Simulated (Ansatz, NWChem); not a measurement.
# How basis sets differ on SiHF3 (SMILES F[SiH](F)F)

SiHF3: 5 atoms, total charge 0, spin state singlet. As SMILES, `F[SiH](F)F`. Geometry: relaxed at PBE0-D4/def2-TZVP.

Quantity: the HOMO–LUMO gap, in eV. The values are calculated.

```json
{"level": "HF/STO-3G", "kind": "Hartree–Fock", "program": "Ansatz", "value (eV)": "23.58", "CPU time": "0.64 s"}
{"level": "HF/3-21G", "kind": "Hartree–Fock", "program": "NWChem", "value (eV)": "21.03", "CPU time": "1.9 s"}
{"level": "HF/def2-SVP", "kind": "Hartree–Fock", "program": "Ansatz", "value (eV)": "20.69", "CPU time": "2.7 s"}
{"level": "HF/def2-mTZVP", "kind": "Hartree–Fock", "program": "Ansatz", "value (eV)": "19.39", "CPU time": "0.47 s"}
{"level": "HF/def2-SVPD", "kind": "Hartree–Fock", "program": "NWChem", "value (eV)": "17.82", "CPU time": "14 s"}
{"level": "HF/cc-pVTZ", "kind": "Hartree–Fock", "program": "Ansatz", "value (eV)": "19.81", "CPU time": "18 s"}
```

The values span 17.82 to 23.58 eV. A Hartree–Fock LUMO above zero doesn't converge with the basis: it sinks as sets grow more diffuse. Orbital gaps aren't excitation energies. Times are those of the runs behind each value, whatever else they computed, on shared processors of several kinds: orders of magnitude only.

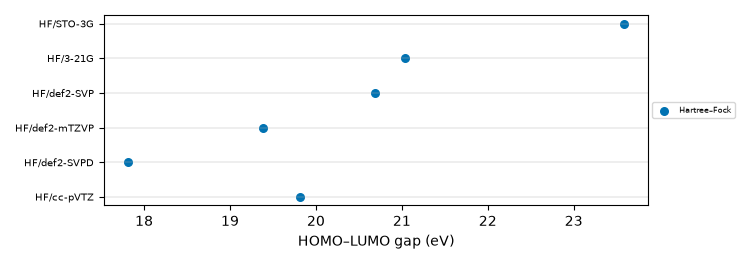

The values of the table, level by level.
